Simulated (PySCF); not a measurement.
# One shape, several levels: CH4BFOSi (SMILES O=CB[SiH2]F)

Aim: a comparison of 5 runs (HF/STO-3G, HF/3-21G, B3LYP/6-31G*, CAM-B3LYP/def2-SVP, PBE0/def2-SVP) of CH4BFOSi. Input form: a Python script.

Program for the calculation: PySCF 2.14.0.

## 1. Starting point

CH4BFOSi has 9 atoms, charge 0, and is taken as a singlet. SMILES: `O=CB[SiH2]F`. The coordinates come from a PBE0-D4/def2-TZVP relaxation. This is one conformer, not always the lowest.

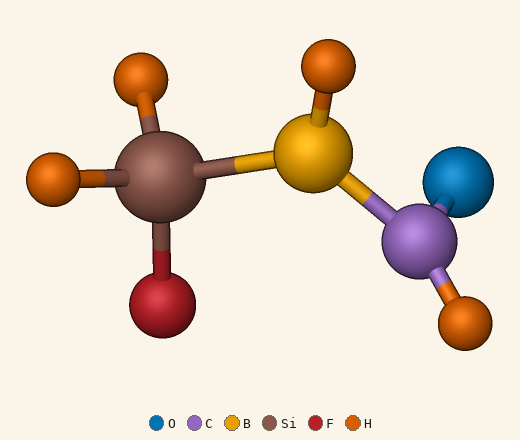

The structure, seen from a chosen angle (oxygen blue, carbon purple, boron amber, silicon brown, fluorine red, hydrogen orange).

## 2. Energy and forces at HF/STO-3G (run 1)

Contents of run.py:

```python
import pyscf.grad
from pyscf import gto

mol = gto.M(
    atom=[
    ('O', (-0.789500, 0.780400, 1.703800)),
    ('C', (-0.128300, 1.442100, 0.910400)),
    ('B', (0.628100, 0.188700, 0.495800)),
    ('Si', (-0.077200, -1.007600, -0.945000)),
    ('F', (-1.360800, -0.349200, -1.659700)),
    ('H', (-0.262400, 2.525000, 0.778500)),
    ('H', (1.608700, -0.084900, 1.121700)),
    ('H', (0.964000, -1.202600, -1.991900)),
    ('H', (-0.494200, -2.338100, -0.430900)),
],
    verbose=3,
    spin=0,
    max_memory=1860,
    basis='sto-3g',
    charge=0,
)

myscf = mol.RHF()
myscf.conv_tol = 1e-10
myscf.kernel()
if not myscf.converged:
    myscf = myscf.newton().run(myscf.mo_coeff, myscf.mo_occ)

e_final = myscf.e_tot
print('Final energy', e_final)
grad = myscf.Gradients().kernel()
myscf.analyze()
```

Command:

```sh
$ OMP_NUM_THREADS=1 python run.py
```

What it wrote:

```text
converged SCF energy = -521.530787926289
Final energy -521.5307879262887
--------------- RHF gradients ---------------
         x                y                z
0 O     0.0108601966     0.0243438707    -0.0183666301
1 C    -0.0097911462    -0.0282257314     0.0164126074
2 B    -0.0117376906     0.0163943659    -0.0028081045
3 Si    -0.0291809661     0.0298345738    -0.0025012765
4 F     0.0124615067    -0.0065437341     0.0070460164
5 H    -0.0030259091    -0.0014902924     0.0025950880
6 H     0.0189953386    -0.0038581051     0.0109018221
7 H     0.0218500044    -0.0030756314    -0.0233633459
8 H    -0.0104313342    -0.0273793161     0.0100838231
----------------------------------------------
**** MO energy ****
MO #1   energy= -68.0014206125502  occ= 2
MO #2   energy= -25.8119267723313  occ= 2
MO #3   energy= -20.3215155503209  occ= 2
MO #4   energy= -11.1236605347703  occ= 2
MO #5   energy= -7.4047440078883   occ= 2
MO #6   energy= -5.9833087324425   occ= 2
MO #7   energy= -4.00932053371558  occ= 2
MO #8   energy= -4.00819068754495  occ= 2
MO #9   energy= -4.00817203776035  occ= 2
MO #10  energy= -1.42286943958813  occ= 2
MO #11  energy= -1.37315688614361  occ= 2
MO #12  energy= -0.801863715496517 occ= 2
MO #13  energy= -0.719514372778805 occ= 2
MO #14  energy= -0.654505035650694 occ= 2
MO #15  energy= -0.562200146724636 occ= 2
MO #16  energy= -0.523602922257563 occ= 2
MO #17  energy= -0.486753310020689 occ= 2
MO #18  energy= -0.484485665045066 occ= 2
MO #19  energy= -0.453301851178394 occ= 2
MO #20  energy= -0.425589670259018 occ= 2
MO #21  energy= -0.375547731186744 occ= 2
MO #22  energy= -0.338968784727122 occ= 2
MO #23  energy= -0.322505350472311 occ= 2
MO #24  energy= 0.253018465222914  occ= 0
MO #25  energy= 0.264356913090204  occ= 0
MO #26  energy= 0.491347495800929  occ= 0
MO #27  energy= 0.501327977077316  occ= 0
MO #28  energy= 0.568456817170397  occ= 0
MO #29  energy= 0.592239483693219  occ= 0
MO #30  energy= 0.614130498180847  occ= 0
MO #31  energy= 0.756418263954926  occ= 0
MO #32  energy= 0.783064802707231  occ= 0
MO #33  energy= 0.983767872986745  occ= 0
 ** Mulliken atomic charges  **
charge of    0O =     -0.13864
charge of    1C =      0.09317
charge of    2B =     -0.01758
charge of    3Si =      0.66038
charge of    4F =     -0.27782
charge of    5H =      0.03704
charge of    6H =     -0.05238
charge of    7H =     -0.15364
charge of    8H =     -0.15052
Dipole moment(X, Y, Z, Debye):  1.21017,  0.92032,  0.06972
```

Wall time 1.6 s (1 thread of Arm Neoverse V2, shared host); peak memory 0.12 GiB.

## 3. Energy and forces at HF/3-21G (run 2)

Contents of input.py:

```python
# O=CB[SiH2]F
import pyscf.grad
from pyscf import gto, scf

system = gto.Mole()
system.atom = '''
O   -0.789500   0.780400   1.703800
C   -0.128300   1.442100   0.910400
B    0.628100   0.188700   0.495800
Si  -0.077200  -1.007600  -0.945000
F   -1.360800  -0.349200  -1.659700
H   -0.262400   2.525000   0.778500
H    1.608700  -0.084900   1.121700
H    0.964000  -1.202600  -1.991900
H   -0.494200  -2.338100  -0.430900
'''
system.max_memory = 1860
system.basis = '3-21g'
system.spin = 0
system.verbose = 3
system.build()

mf = scf.RHF(system)
mf.conv_tol = 1e-10
mf.kernel()
if not mf.converged:
    mf = mf.newton().run(mf.mo_coeff, mf.mo_occ)

e_tot = mf.e_tot
print('Final energy', e_tot)
grad = mf.Gradients().kernel()
dip = mf.dip_moment()
pop, q = mf.mulliken_pop()
```

Command:

```sh
$ OMP_NUM_THREADS=1 python input.py
```

What it wrote:

```text
converged SCF energy = -525.250242111215
Final energy -525.2502421112147
--------------- RHF gradients ---------------
         x                y                z
0 O     0.0163483219     0.0067182552    -0.0169021258
1 C     0.0014681512    -0.0323045330     0.0048580948
2 B    -0.0176680957     0.0101113829     0.0081323964
3 Si    -0.0201419014     0.0162445775    -0.0084761219
4 F     0.0211248801    -0.0127464466     0.0114218950
5 H    -0.0044180580     0.0148923984     0.0003320598
6 H     0.0051910069    -0.0004175120     0.0040884584
7 H    -0.0004786227    -0.0007995039    -0.0019082062
8 H    -0.0014256823    -0.0016986183    -0.0015464506
----------------------------------------------
Dipole moment(X, Y, Z, Debye):  2.40296,  1.58568, -0.12896
 ** Mulliken pop  **
pop of  0 O 1s            1.98696
pop of  0 O 2s            0.43215
pop of  0 O 3s            1.55587
pop of  0 O 2px           0.65830
pop of  0 O 2py           0.75752
pop of  0 O 2pz           0.63810
pop of  0 O 3px           0.83059
pop of  0 O 3py           0.88126
pop of  0 O 3pz           0.79309
pop of  1 C 1s            1.98864
pop of  1 C 2s            0.42043
pop of  1 C 3s            0.96682
pop of  1 C 2px           0.46325
pop of  1 C 2py           0.61688
pop of  1 C 2pz           0.43676
pop of  1 C 3px           0.34043
pop of  1 C 3py           0.48073
pop of  1 C 3pz           0.25848
pop of  2 B 1s            1.98986
pop of  2 B 2s            0.39391
pop of  2 B 3s            0.73232
pop of  2 B 2px           0.38244
pop of  2 B 2py           0.49880
pop of  2 B 2pz           0.34158
pop of  2 B 3px           0.26057
pop of  2 B 3py           0.19547
pop of  2 B 3pz           0.33304
pop of  3 Si 1s           1.99856
pop of  3 Si 2s           1.97175
pop of  3 Si 3s           0.72749
pop of  3 Si 4s           0.29132
pop of  3 Si 2px          1.95479
pop of  3 Si 2py          1.95727
pop of  3 Si 2pz          1.95748
pop of  3 Si 3px          0.42507
pop of  3 Si 3py          0.53714
pop of  3 Si 3pz          0.53631
pop of  3 Si 4px          0.07784
pop of  3 Si 4py          0.11181
pop of  3 Si 4pz          0.08707
pop of  4 F 1s            1.98462
pop of  4 F 2s            0.43817
pop of  4 F 3s            1.54194
pop of  4 F 2px           0.78642
pop of  4 F 2py           0.84254
pop of  4 F 2pz           0.83781
pop of  4 F 3px           1.00196
pop of  4 F 3py           1.04367
pop of  4 F 3pz           1.03974
pop of  5 H 1s            0.47346
pop of  5 H 2s            0.28782
pop of  6 H 1s            0.45142
pop of  6 H 2s            0.53761
pop of  7 H 1s            0.42955
pop of  7 H 2s            0.81124
pop of  8 H 1s            0.42979
pop of  8 H 2s            0.79410
 ** Mulliken atomic charges  **
charge of    0O =     -0.53383
charge of    1C =      0.02759
charge of    2B =     -0.12799
charge of    3Si =      1.36610
charge of    4F =     -0.51688
charge of    5H =      0.23872
charge of    6H =      0.01097
charge of    7H =     -0.24079
charge of    8H =     -0.22388
```

It took 1.6 s on 1 thread of Arm Neoverse V2, shared host; peak memory 0.12 GiB.

Run 3 isn't shown in full; the table further down has it.

## 4. Energy and forces at CAM-B3LYP/def2-SVP (run 4)

Contents of input.py:

```python
import pyscf.grad
from pyscf import gto, dft

system = gto.Mole()
system.atom = '''
O     -1.491939     1.474742     3.219715
C     -0.242452     2.725174     1.720407
B      1.186937     0.356591     0.936926
Si    -0.145887    -1.904088    -1.785791
F     -2.571539    -0.659892    -3.136378
H     -0.495864     4.771558     1.471152
H      3.040002    -0.160438     2.119706
H      1.821696    -2.272585    -3.764145
H     -0.933903    -4.418369    -0.814283
'''
system.verbose = 3
system.charge = 0
system.max_memory = 1860
system.basis = 'def2-svp'
system.unit = 'bohr'
system.build()

myscf = dft.RKS(system)
myscf.xc = 'cam-b3lyp'
myscf.grids.level = 5
myscf.conv_tol = 1e-10
myscf.kernel()
if not myscf.converged:
    myscf = myscf.newton().run(myscf.mo_coeff, myscf.mo_occ)

energy = myscf.e_tot
print(f'total energy: {energy:.8f} hartree')
grad = myscf.Gradients().kernel()
dip = myscf.dip_moment()
pop, q = myscf.mulliken_pop()
```

Command:

```sh
$ OMP_NUM_THREADS=1 python input.py
```

What it wrote:

```text
converged SCF energy = -529.554978867638
total energy: -529.55497887 hartree
--------------- RKS gradients ---------------
         x                y                z
0 O    -0.0009268132    -0.0010309624     0.0009935626
1 C     0.0026659442     0.0028816631    -0.0032638187
2 B     0.0024872369     0.0022937180     0.0037228339
3 Si    -0.0125568473     0.0070903482    -0.0058421767
4 F     0.0119435279    -0.0071699640     0.0060363265
5 H     0.0006476230    -0.0059626894     0.0006887820
6 H    -0.0038612643     0.0012007688    -0.0021168988
7 H    -0.0005740262     0.0000754657     0.0004264931
8 H     0.0001606795     0.0006094743    -0.0006506552
----------------------------------------------
Dipole moment(X, Y, Z, Debye):  1.55482,  1.64005,  0.19951
 ** Mulliken pop  **
pop of  0 O 1s            1.98902
pop of  0 O 2s            1.10908
pop of  0 O 3s            0.70633
pop of  0 O 2px           0.90567
pop of  0 O 2py           1.01244
pop of  0 O 2pz           0.88912
pop of  0 O 3px           0.53238
pop of  0 O 3py           0.55612
pop of  0 O 3pz           0.49379
pop of  0 O 3dxy          0.00348
pop of  0 O 3dyz          0.00406
pop of  0 O 3dz^2         0.00448
pop of  0 O 3dxz          0.00421
pop of  0 O 3dx2-y2       0.00269
pop of  1 C 1s            1.98590
pop of  1 C 2s            0.96055
pop of  1 C 3s            0.24626
pop of  1 C 2px           0.61478
pop of  1 C 2py           0.78018
pop of  1 C 2pz           0.57928
pop of  1 C 3px           0.19318
pop of  1 C 3py           0.12710
pop of  1 C 3pz           0.18147
pop of  1 C 3dxy          0.01254
pop of  1 C 3dyz          0.01515
pop of  1 C 3dz^2         0.01697
pop of  1 C 3dxz          0.01287
pop of  1 C 3dx2-y2       0.02112
pop of  2 B 1s            1.98582
pop of  2 B 2s            0.86026
pop of  2 B 3s            0.19081
pop of  2 B 2px           0.48367
pop of  2 B 2py           0.65003
pop of  2 B 2pz           0.45381
pop of  2 B 3px           0.17716
pop of  2 B 3py           0.17405
pop of  2 B 3pz           0.16257
pop of  2 B 3dxy          0.00830
pop of  2 B 3dyz          0.00568
pop of  2 B 3dz^2         0.00678
pop of  2 B 3dxz          0.01306
pop of  2 B 3dx2-y2       0.01181
pop of  3 Si 1s           1.99928
pop of  3 Si 2s           1.98055
pop of  3 Si 3s           1.02818
pop of  3 Si 4s           0.14810
pop of  3 Si 2px          1.97419
pop of  3 Si 2py          1.97568
pop of  3 Si 2pz          1.97566
pop of  3 Si 3px          0.36801
pop of  3 Si 3py          0.44451
pop of  3 Si 3pz          0.44644
pop of  3 Si 4px          0.17636
pop of  3 Si 4py          0.27959
pop of  3 Si 4pz          0.26374
pop of  3 Si 3dxy         0.04837
pop of  3 Si 3dyz         0.04906
pop of  3 Si 3dz^2        0.03108
pop of  3 Si 3dxz         0.08243
pop of  3 Si 3dx2-y2      0.06886
pop of  4 F 1s            1.98978
pop of  4 F 2s            1.11799
pop of  4 F 3s            0.79337
pop of  4 F 2px           1.09104
pop of  4 F 2py           1.13923
pop of  4 F 2pz           1.13508
pop of  4 F 3px           0.65268
pop of  4 F 3py           0.70966
pop of  4 F 3pz           0.70778
pop of  4 F 3dxy          0.00124
pop of  4 F 3dyz          0.00052
pop of  4 F 3dz^2         0.00069
pop of  4 F 3dxz          0.00136
pop of  4 F 3dx2-y2       0.00111
pop of  5 H 1s            0.74413
pop of  5 H 2s            0.19007
pop of  5 H 2px           0.00265
pop of  5 H 2py           0.01556
pop of  5 H 2pz           0.00232
pop of  6 H 1s            0.73131
pop of  6 H 2s            0.24623
pop of  6 H 2px           0.00758
pop of  6 H 2py           0.00214
pop of  6 H 2pz           0.00369
pop of  7 H 1s            0.74111
pop of  7 H 2s            0.37166
pop of  7 H 2px           0.00424
pop of  7 H 2py           0.00096
pop of  7 H 2pz           0.00447
pop of  8 H 1s            0.74070
pop of  8 H 2s            0.35572
pop of  8 H 2px           0.00100
pop of  8 H 2py           0.00705
pop of  8 H 2pz           0.00179
 ** Mulliken atomic charges  **
charge of    0O =     -0.21286
charge of    1C =      0.25266
charge of    2B =     -0.18384
charge of    3Si =      0.65992
charge of    4F =     -0.34152
charge of    5H =      0.04528
charge of    6H =      0.00906
charge of    7H =     -0.12245
charge of    8H =     -0.10626
```

Wall time 45 s (1 thread of Arm Neoverse V2, shared host); peak memory 0.93 GiB.

## 5. Energy and forces at PBE0/def2-SVP (run 5)

Contents of input.xyz:

```xyz
9
CH4BFOSi
O     -0.789500     0.780400     1.703800
C     -0.128300     1.442100     0.910400
B      0.628100     0.188700     0.495800
Si    -0.077200    -1.007600    -0.945000
F     -1.360800    -0.349200    -1.659700
H     -0.262400     2.525000     0.778500
H      1.608700    -0.084900     1.121700
H      0.964000    -1.202600    -1.991900
H     -0.494200    -2.338100    -0.430900
```

Contents of job.py:

```python
from pyscf import gto, dft

system = gto.M(
    atom='input.xyz',
    verbose=4,
    basis='def2-svp',
    charge=0,
    spin=0,
    max_memory=1860,
)

mf = dft.RKS(system, xc='pbe0')
mf.grids.level = 5
mf.conv_tol = 1e-10
mf.kernel()
if not mf.converged:
    mf = mf.newton().run(mf.mo_coeff, mf.mo_occ)

e_final = mf.e_tot
print('E = %.10f Eh' % e_final)
grad = mf.nuc_grad_method().kernel()
dip = mf.dip_moment()
pop, q = mf.mulliken_pop()
```

Command:

```sh
$ OMP_NUM_THREADS=1 python job.py
```

What it wrote:

```text
PySCF version 2.14.0

[... 78 lines left out ...]
converged SCF energy = -529.258160031627
[... 13 lines left out ...]
Dipole moment(X, Y, Z, Debye):  1.51398,  1.60913,  0.23767
[... 65 lines left out ...]
pop of  4 F 2py           1.13470
pop of  4 F 2pz           1.13037
pop of  4 F 3px           0.65774
pop of  4 F 3py           0.71400
pop of  4 F 3pz           0.71198
pop of  4 F 3dxy          0.00123
pop of  4 F 3dyz          0.00052
pop of  4 F 3dz^2         0.00068
pop of  4 F 3dxz          0.00134
pop of  4 F 3dx2-y2       0.00110
pop of  5 H 1s            0.74811
pop of  5 H 2s            0.16628
pop of  5 H 2px           0.00296
pop of  5 H 2py           0.01648
pop of  5 H 2pz           0.00262
pop of  6 H 1s            0.73055
pop of  6 H 2s            0.23268
pop of  6 H 2px           0.00749
pop of  6 H 2py           0.00240
pop of  6 H 2pz           0.00372
pop of  7 H 1s            0.73756
pop of  7 H 2s            0.35114
pop of  7 H 2px           0.00411
pop of  7 H 2py           0.00109
pop of  7 H 2pz           0.00430
pop of  8 H 1s            0.73743
pop of  8 H 2s            0.33550
pop of  8 H 2px           0.00104
pop of  8 H 2py           0.00674
pop of  8 H 2pz           0.00188
 ** Mulliken atomic charges  **
charge of    0O =     -0.22609
charge of    1C =      0.22199
charge of    2B =     -0.17166
charge of    3Si =      0.62278
charge of    4F =     -0.35296
charge of    5H =      0.06356
charge of    6H =      0.02315
charge of    7H =     -0.09820
charge of    8H =     -0.08259
```

Wall time 32 s (1 thread of Arm Neoverse V2, shared host); peak memory 0.92 GiB.

## 6. The series

```csv
run,level,integration grid,energy (Eh),dipole moment (D),HOMO energy (eV),LUMO energy (eV),wall time
1,HF/STO-3G,–,-521.530788,1.52,-8.78,6.88,1.6 s
2,HF/3-21G,–,-525.250242,2.88,-11.39,2.54,1.6 s
3,B3LYP/6-31G* (spherical functions),5,-529.917637,2.17,-7.71,-1.79,32 s
4,CAM-B3LYP/def2-SVP,5,-529.554979,2.27,-9.49,-0.46,45 s
5,PBE0/def2-SVP,5,-529.258160,2.22,-8.14,-1.80,32 s
```

## 7. Outcome

| quantity | value |
| --- | --- |
| run 5: total energy | -529.25816 Eh |
| run 5: dipole moment | 2.22 D |
| run 5: HOMO energy | -8.14 eV |
| run 5: LUMO energy | -1.80 eV |
| run 5: HOMO–LUMO gap | 6.34 eV |
| run 5: largest force on an atom | 0.921 eV/Å |

The dipole moment (its size) runs from 1.52 D (HF/STO-3G) to 2.88 D (HF/3-21G). The HOMO–LUMO gap runs from 5.92 eV (B3LYP/6-31G*) to 15.66 eV (HF/STO-3G). The two ends differ in method and basis. Totals of different functionals can't be ranked against each other. In run 1 the basis is minimal, so the values are rough. All runs together took 1.9 min, the longest 45 s.
